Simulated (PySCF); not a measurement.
# C₈H₇N+ (doublet): open-shell or spin-flip excitations

Aim: compute the open-shell or spin-flip excitations of C₈H₇N+ (doublet) (`C#Cc1ccc([NH2+])cc1`).

Computed with PySCF 2.14.0 and routines of our own; the level stands in each step. Atoms count from 0.

1 further run of the same task is left out (for a known fault of the program).

### 1 The starting structure

16 atoms, charge 1, multiplicity 2; geometry from: GFN2-xTB.

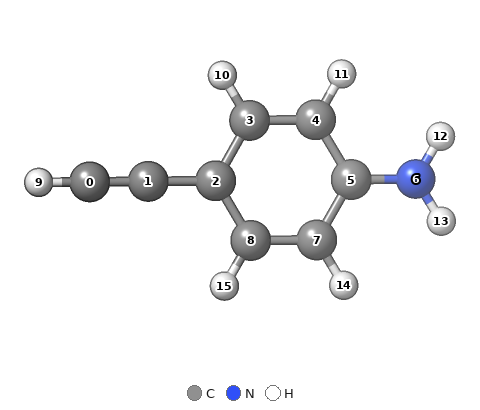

The starting geometry (carbon grey, nitrogen blue, hydrogen white).

### 2 Open-shell or spin-flip excitations: unrestricted TDDFT CAM-B3LYP/def2-SVP

The job: settings as JSON, then the geometry in Å.

```
{"job": {"kind": "uabs", "xc": "CAM-B3LYP", "basis": "def2-SVP", "nstates": 10, "tda": false}, "charge": 1, "multiplicity": 2}
C      2.047614     2.434177    -2.146006
C      1.402762     1.665597    -1.468786
C      0.661388     0.780023    -0.688587
C      0.445018     1.049898     0.685928
C     -0.283191     0.186562     1.450065
C     -0.837936    -0.993390     0.875919
N     -1.558553    -1.829406     1.614890
C     -0.609607    -1.261435    -0.504517
C      0.119804    -0.396047    -1.265060
H      2.608578     3.102781    -2.735428
H      0.864291     1.947199     1.114181
H     -0.449137     0.385803     2.498185
H     -1.729662    -1.645063     2.593501
H     -1.957530    -2.666717     1.214082
H     -1.024639    -2.158855    -0.938017
H      0.293199    -0.592185    -2.311762
```

Level: unrestricted TDDFT CAM-B3LYP/def2-SVP, vertical, gas phase, core orbitals frozen in the response.

Launch:

```bash
OMP_NUM_THREADS=1 python excited_run.py task.json out
```

This one command runs all jobs of the session in turn.

The program printed:

```text
coarse grid: 14096 points
cycle   1  E = -362.8944822116  dE =  2.158e+00  |g| = 2.547e-01  |ddm| = 3.793e+00
cycle   2  E = -362.9095138912  dE = -1.503e-02  |g| = 2.411e-01  |ddm| = 8.415e-01
cycle   3  E = -362.9407699764  dE = -3.126e-02  |g| = 5.580e-02  |ddm| = 3.182e-01
cycle   4  E = -362.9426080344  dE = -1.838e-03  |g| = 2.756e-02  |ddm| = 9.418e-02
cycle   5  E = -362.9431067194  dE = -4.987e-04  |g| = 9.136e-03  |ddm| = 3.425e-02
cycle   6  E = -362.9432453725  dE = -1.387e-04  |g| = 6.412e-03  |ddm| = 1.848e-02
cycle   7  E = -362.9433194160  dE = -7.404e-05  |g| = 3.890e-03  |ddm| = 1.435e-02
cycle   8  E = -362.9433643983  dE = -4.498e-05  |g| = 1.831e-03  |ddm| = 1.457e-02
cycle   9  E = -362.9433741299  dE = -9.732e-06  |g| = 8.875e-04  |ddm| = 6.526e-03
final grid: 138264 points
cycle  10  E = -363.0152485339  dE = -3.751e-05  |g| = 2.404e-03  |ddm| = 2.351e-02
cycle  11  E = -363.0152500065  dE = -1.473e-06  |g| = 2.279e-03  |ddm| = 4.864e-03
cycle  12  E = -363.0152522762  dE = -2.270e-06  |g| = 4.435e-04  |ddm| = 1.926e-03
cycle  13  E = -363.0152525340  dE = -2.578e-07  |g| = 2.785e-04  |ddm| = 7.694e-04
cycle  14  E = -363.0152527419  dE = -2.079e-07  |g| = 1.625e-04  |ddm| = 7.981e-04
cycle  15  E = -363.0152528346  dE = -9.268e-08  |g| = 1.256e-04  |ddm| = 6.133e-04
cycle  16  E = -363.0152528794  dE = -4.486e-08  |g| = 5.506e-05  |ddm| = 5.676e-04
cycle  17  E = -363.0152528839  dE = -4.478e-09  |g| = 2.158e-05  |ddm| = 1.389e-04
cycle  18  E = -363.0152528853  dE = -1.368e-09  |g| = 9.918e-06  |ddm| = 8.789e-05
cycle  19  E = -363.0152528855  dE = -1.837e-10  |g| = 5.757e-06  |ddm| = 2.984e-05
converged SCF energy = -363.0152528855

Static polarisability (au): isotropic 107.564, principal 36.141 73.398 213.153

<S^2> of the reference = 0.7949 (exact 0.7500)

Excitations
state   eV       nm        f      <S^2>   main configurations
  1   2.1874    566.8   0.00077   0.872   H-1b->Lb 0.95
  2   2.3855    519.7   0.00000   0.859   H-2b->Lb 0.92
  3   2.4983    496.3   0.16866   0.850   Hb->Lb 0.86, Ha->La 0.09
  4   4.1771    296.8   0.17918   1.743   Ha->La 0.49, H-2a->L+1a 0.26, H-1b->L+2b 0.12
  5   4.3515    284.9   0.03131   1.189   H-3b->Lb 0.60, Ha->La 0.10
  6   4.6888    264.4   0.00000   0.849   H-4b->Lb 0.96
  7   4.8986    253.1   0.01540   0.882   Ha->L+1a 0.83, H-2a->La 0.11
  8   5.0037    247.8   0.21867   1.949   H-1b->L+2b 0.20, Ha->La 0.19, H-2a->L+1a 0.17, H-3b->Lb 0.09
  9   5.3611    231.3   0.03989   2.425   H-2b->L+4b 0.35, H-1a->L+3a 0.33, H-3b->Lb 0.10
 10   5.3875    230.1   0.02856   2.506   H-2a->La 0.59, H-1b->L+1b 0.24
```

Wall time 2.5 min (1 thread of Arm Neoverse N1, shared host); peak memory 0.7 GiB.

Key values:

```csv
quantity,value
⟨S²⟩,0.795
```

Löwdin spin populations:

C0 0.30; C1 -0.09; C2 0.29; C3 -0.06; C4 0.14; C5 0.09; N6 0.25; C7 0.14; C8 -0.06; H9 0.00; H10 0.00; H11 0.00; H12 0.00; H13 0.00; H14 0.00; H15 0.00

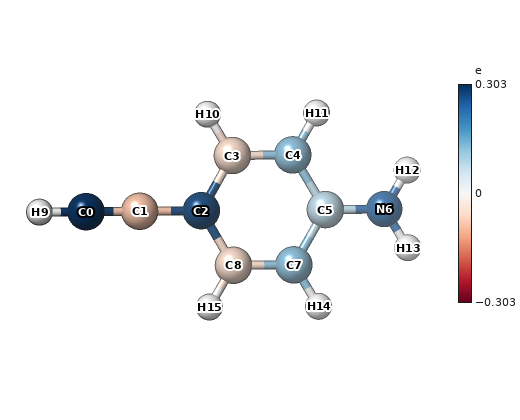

Löwdin spin populations, as colours on the atoms.

Orbitals, density, ELF and potential are computed afterwards from the orbital file.

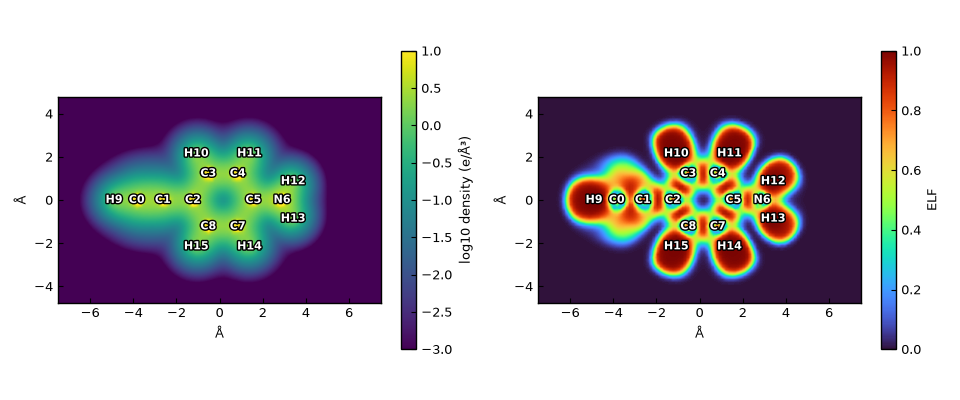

Density (left) and ELF (right) in a plane through or near 16 of the atoms.

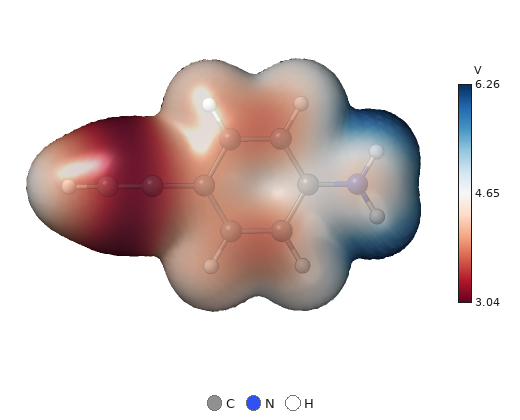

Electrostatic potential on the surface of density 0.002 e/bohr³; red is low, blue high. It runs, from the 1st to the 99th percentile, from 3.04 V near C0 to 6.26 V near H13.

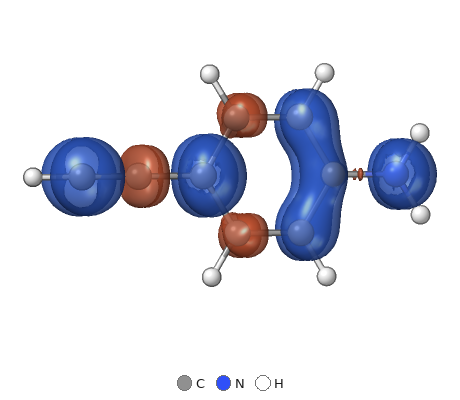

Spin density at ±0.02 e/Å³ (alpha excess blue, beta excess red).

### 3 Open-shell or spin-flip excitations: unrestricted TDDFT CAM-B3LYP/def2-SVP in toluene

Settings changed since step 2:

```diff
@@ -1,2 +1,2 @@
-{"job": {"kind": "uabs", "xc": "CAM-B3LYP", "basis": "def2-SVP", "nstates": 10, "tda": false}, "charge": 1, "multiplicity": 2}
+{"job": {"kind": "uabs", "xc": "CAM-B3LYP", "basis": "def2-SVP", "nstates": 10, "tda": false, "solvent": "toluene", "pol": false}, "charge": 1, "multiplicity": 2}
 C      2.047614     2.434177    -2.146006
```

Method: unrestricted TDDFT CAM-B3LYP/def2-SVP, vertical, IEF-PCM toluene (non-equilibrium linear response), core orbitals frozen in the response.

The program printed:

```text
coarse grid: 14096 points
cycle   1  E = -362.9491338555  dE =  2.103e+00  |g| = 2.450e-01  |ddm| = 3.800e+00
cycle   2  E = -362.9706847749  dE = -2.155e-02  |g| = 2.003e-01  |ddm| = 7.287e-01
cycle   3  E = -362.9907443552  dE = -2.006e-02  |g| = 4.723e-02  |ddm| = 2.419e-01
cycle   4  E = -362.9920885016  dE = -1.344e-03  |g| = 2.607e-02  |ddm| = 8.479e-02
cycle   5  E = -362.9925267935  dE = -4.383e-04  |g| = 9.160e-03  |ddm| = 2.945e-02
cycle   6  E = -362.9926786554  dE = -1.519e-04  |g| = 6.191e-03  |ddm| = 1.940e-02
cycle   7  E = -362.9927640992  dE = -8.544e-05  |g| = 3.425e-03  |ddm| = 1.592e-02
cycle   8  E = -362.9928083972  dE = -4.430e-05  |g| = 1.546e-03  |ddm| = 1.542e-02
cycle   9  E = -362.9928166872  dE = -8.290e-06  |g| = 7.249e-04  |ddm| = 6.554e-03
final grid: 138264 points
cycle  10  E = -363.0646512851  dE = -3.691e-05  |g| = 2.348e-03  |ddm| = 2.362e-02
cycle  11  E = -363.0646524578  dE = -1.173e-06  |g| = 2.217e-03  |ddm| = 4.517e-03
cycle  12  E = -363.0646545437  dE = -2.086e-06  |g| = 3.809e-04  |ddm| = 1.807e-03
cycle  13  E = -363.0646546942  dE = -1.505e-07  |g| = 2.213e-04  |ddm| = 6.202e-04
cycle  14  E = -363.0646547916  dE = -9.740e-08  |g| = 1.173e-04  |ddm| = 5.217e-04
cycle  15  E = -363.0646548352  dE = -4.351e-08  |g| = 8.788e-05  |ddm| = 3.805e-04
cycle  16  E = -363.0646548595  dE = -2.432e-08  |g| = 4.600e-05  |ddm| = 3.781e-04
cycle  17  E = -363.0646548635  dE = -4.012e-09  |g| = 1.904e-05  |ddm| = 1.318e-04
cycle  18  E = -363.0646548648  dE = -1.330e-09  |g| = 7.639e-06  |ddm| = 9.048e-05
cycle  19  E = -363.0646548650  dE = -1.784e-10  |g| = 3.186e-06  |ddm| = 3.131e-05
converged SCF energy = -363.0646548650

<S^2> of the reference = 0.7996 (exact 0.7500)

Excitations
state   eV       nm        f      <S^2>   main configurations
  1   2.1966    564.4   0.00172   0.865   H-1b->Lb 0.97
  2   2.4889    498.1   0.23204   0.864   Hb->Lb 0.88
  3   2.6142    474.3   0.00000   0.879   H-2b->Lb 0.93
  4   4.1359    299.8   0.26598   1.548   Ha->La 0.59, H-1a->L+1a 0.20, H-1b->L+2b 0.10
  5   4.3599    284.4   0.01089   1.325   H-3b->Lb 0.61, Hb->L+1b 0.09
  6   4.6733    265.3   0.00000   0.851   H-4b->Lb 0.96
  7   4.9087    252.6   0.02295   0.876   Ha->L+1a 0.85, H-1a->La 0.10
  8   4.9152    252.2   0.27500   1.931   H-1a->L+1a 0.23, H-1b->L+2b 0.22, Ha->La 0.20, H-3b->Lb 0.09
  9   5.3619    231.2   0.02632   2.515   H-2b->L+3b 0.40, H-2a->L+2a 0.36, H-3b->Lb 0.08
 10   5.3666    231.0   0.03716   2.505   H-1a->La 0.64, H-1b->L+1b 0.23
```

Wall time 1.9 min (1 thread of Arm Neoverse N1, shared host); peak memory 0.81 GiB.

Key values:

```csv
quantity,value
⟨S²⟩,0.800
```

### 4 What came out

| quantity | value |
| --- | --- |
| lowest and brightest state of nearly pure spin, of 10 (step 2, unrestricted TDDFT CAM-B3LYP/def2-SVP) | 2.19 eV; 2.50 eV, f = 0.169 |
| lowest and brightest state of nearly pure spin, of 10 (step 3, unrestricted TDDFT CAM-B3LYP/def2-SVP in toluene) | 2.20 eV; 2.49 eV, f = 0.232 |

In words: States whose ⟨S²⟩ lies well above the reference's are mixtures of spin states, an artefact of the unrestricted response, and are left out of the summary. The lowest state of nearly pure spin runs from 2.19 to 2.20 eV over the runs.
